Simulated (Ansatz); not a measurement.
# How glassy 96B2O3-4CaO (mol %) changes with quench rate

Does a slower quench leave a cell of lower energy?

Computed with Ansatz 0.2.0: Kohn-Sham DFT, PBE, PAW (set soft_2). Every run is a single point, with the atoms held where the recipe put them (cutoff of the plane-wave runs 420 eV, fixed occupations).

First member: 117 atoms (46 B, 1 Ca, 70 O) placed at random at 1.97 g/cm³, melted at 3000 K for 20 ps at fixed volume with the Buckingham and Coulomb pair potential of Guillot and Sator (Geochim. Cosmochim. Acta 71, 1249 (2007)) with the boron terms of Wang et al. (J. Non-Cryst. Solids 498, 294 (2018)). Quenched from 3000 K to 300 K at 10 K/ps and fixed volume, held 10 ps at zero pressure, then minimised at fixed cell.

Last member: 117 atoms (46 B, 1 Ca, 70 O) placed at random at 1.97 g/cm³, melted at 3000 K for 20 ps at fixed volume with the Buckingham and Coulomb pair potential of Guillot and Sator (Geochim. Cosmochim. Acta 71, 1249 (2007)) with the boron terms of Wang et al. (J. Non-Cryst. Solids 498, 294 (2018)). Quenched from 3000 K to 300 K at 1000 K/ps and fixed volume, held 10 ps at zero pressure, then minimised at fixed cell.

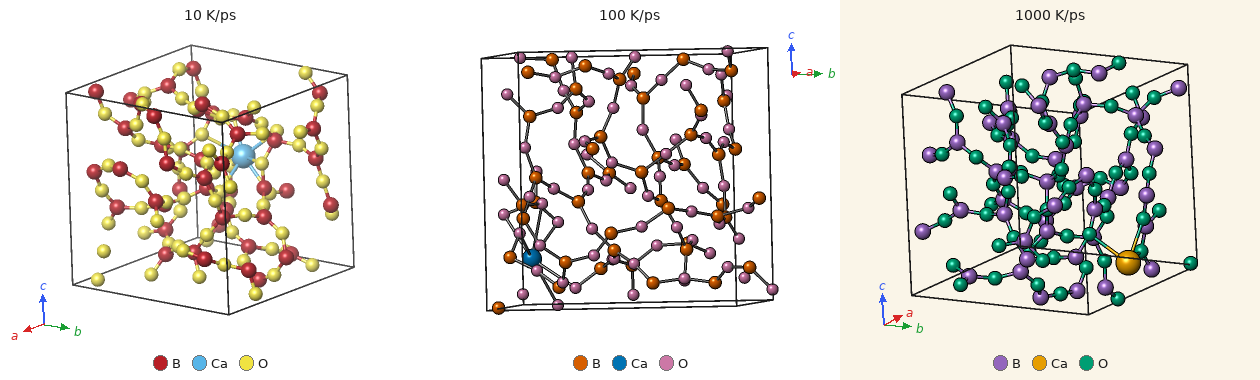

Three members of the series, labelled by quench rate. Bonds to atoms that aren't drawn are left out. Some periodic images of atoms are drawn too.

The members:

```tsv
quench rate (K/ps)	reduced formula	atoms	valence electrons	k-mesh	basis	density (g/cm³)
10	CaB46O70	117	568	1×1×1	plane waves	2.01
30	CaB46O70	117	568	1×1×1	plane waves	2.04
100	CaB46O70	117	568	1×1×1	plane waves	2.07
300	CaB46O70	117	568	1×1×1	plane waves	1.96
1000	CaB46O70	117	568	1×1×1	plane waves	2.09
```

Each cell is one sample from a classical run, so sample-to-sample scatter enters every column.

The input of the first member, without its atom lines; other members have their own cell and atoms, and may differ in mesh, basis and outputs:

```yaml
crystal:
  lattice:
    - [11.11222, 0.0, 0.0]
    - [0.0, 11.11222, 0.0]
    - [0.0, 0.0, 11.11222]
  atoms:
    [... 117 lines ...]
kpoints:
  mp_grid: { grid: [1, 1, 1] }
hamiltonian:
  xc: pbe
scf:
  occupations: { method: fixed }
output:
  forces: true
  stress: true
  populations: true
  dos:
    method: { smearing: { sigma: 0.1 } }
    de: 0.1
    projected: { site_lists: { B: [B], Ca: [Ca], O: [O] } }
  eigenvalues: true
  write_density: true
  write_potential: true
  volumetric_format: npy
```

Q: What do these runs give, and what do they cost?

Results; charges are mean Löwdin charges in e:

```tsv
quench rate (K/ps)	energy less the first member's (meV/atom)	pressure (GPa)	r.m.s. force (eV/Å)	gap (eV)	q(Ca)	q(B)	q(O)
10	0.0	-9.05	0.711	4.01	+1.83	+0.67	-0.40
30	-8.6	-8.86	0.775	4.20	+1.83	+0.67	-0.40
100	11.3	-8.72	0.870	3.88	+1.85	+0.67	-0.39
300	-12.5	-8.87	0.739	4.34	+1.83	+0.67	-0.39
1000	2.1	-8.97	0.873	2.95	+1.83	+0.67	-0.39
```

The gap is that between the highest filled and lowest empty Kohn-Sham level on the run's k-points; tail or defect levels can set it, and semilocal functionals tend to put gaps under measured ones. The projection misses up to 0.044 e an atom, so the charges add up to more than the cell's charge.

Bonds in each cell, which the recipe sets and DFT didn't move; cutoffs follow each cell's own g(r) within set bounds (mean length in Å, and neighbours of the second kind about the first):

```tsv
quench rate (K/ps)	B-O length	B-O count	Ca-O length	Ca-O count
10	1.400	3.02	2.574	9.00
30	1.402	3.04	2.497	7.00
100	1.404	3.06	2.520	7.00
300	1.401	3.04	2.502	8.00
1000	1.403	3.04	2.477	7.00
```

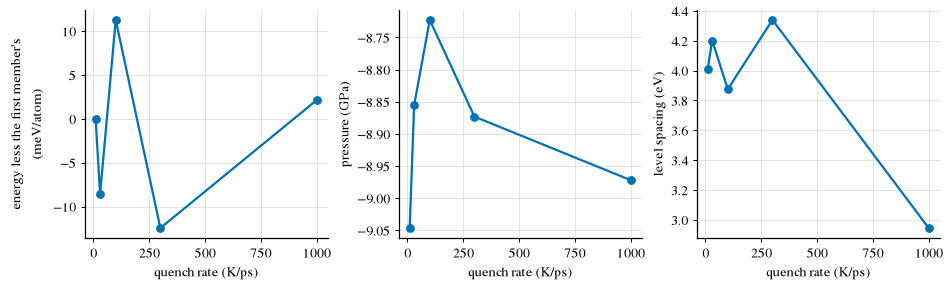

Results against quench rate.

Cost on 8 threads of AMD EPYC 9R45, shared host:

```tsv
quench rate (K/ps)	atoms	basis	k-mesh	SCF cycles	time	host memory (GiB)
10	117	plane waves	1×1×1	9	5.3 s	1.9
30	117	plane waves	1×1×1	9	5.4 s	1.9
100	117	plane waves	1×1×1	9	5.1 s	1.9
300	117	plane waves	1×1×1	9	5.4 s	1.9
1000	117	plane waves	1×1×1	9	5.1 s	1.9
```

Times include the outputs that each run asked for, on hosts shared with other jobs.

**Reading.** The energy against the first member is lowest at 300 K/ps (-12.5 meV/atom) and highest at 100 K/ps (11.3 meV/atom), with no steady trend; each member is a single configuration. The slowest quench doesn't give the lowest energy; that at 300 K/ps does, by 12.5 meV/atom, which single samples of this size can't show to be real. The gap is lowest at 1000 K/ps (2.95 eV) and highest at 300 K/ps (4.34 eV), with no steady trend; in single samples it varies with the configuration. The density spans 1.96 to 2.09 g/cm³, so the columns mix its effect with that of the quench rate. The pressure lies between -9 and -8.7 GPa, with no steady trend. The cells differ in volume and aren't at zero pressure, which adds to their energy differences.

Caveats: The network of bonds at the start is that of the classical potential that made the cell, and needn't be the one that DFT or experiment would give. The cells aren't relaxed by DFT, which could reorder their energies. Even the slowest of these quenches is many orders faster than a laboratory quench. The classical runs held zero pressure, yet DFT finds pressures over 8 GPa in size in some cells, from the potential's density and bond lengths or from this functional's own volume.

[Logs are printed without paths, hosts, clocks, repeated set-up lines and the standing remarks that a program may print on its own settings, such as how far it seeks lower states.]

[Hosts, paths, dates, database ids (printed as entryN), source tags and the programs' standing remarks are cut or masked in the printed files.]
